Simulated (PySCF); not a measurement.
SMILES [NH2][Sn]([NH2])([NH2])[CH3] (CH9N3Sn) at its CAM-B3LYP/def2-SVP optimised geometry (Å):

```
14

C     -1.5687    -1.6857     1.6422
Sn    -0.5204    -0.7952     0.0000
N     -0.9514     1.1952     0.0000
N      1.5070    -0.7952     0.0000
N     -0.9499    -1.8830    -1.6676
H     -1.3596    -2.7633     1.6796
H     -1.2487    -1.2239     2.5858
H     -2.6526    -1.5408     1.5304
H     -0.5691     1.7169    -0.7857
H     -1.9362     1.4331     0.0929
H      1.9362    -0.2706     0.7583
H      1.9349    -1.7169    -0.0434
H     -1.9333    -2.1034    -1.8080
H     -0.5815    -1.5003    -2.5356
```

Method: CAM-B3LYP/def2-TZVP, def2 effective core potentials past Kr (PySCF 2.14.0). The core electrons that the potentials of Sn replace are not part of the density. Cells within 0.4 Å of a nucleus heavier than hydrogen are left out (blank, or x).

Map of the electron localisation function on the plane z = 0.0 Å:

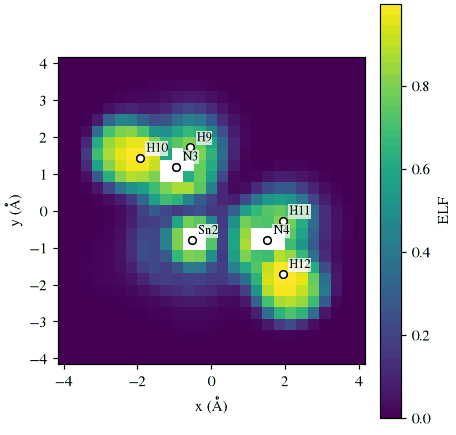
Figure: Electron localisation function on the plane z = 0.0 Å.
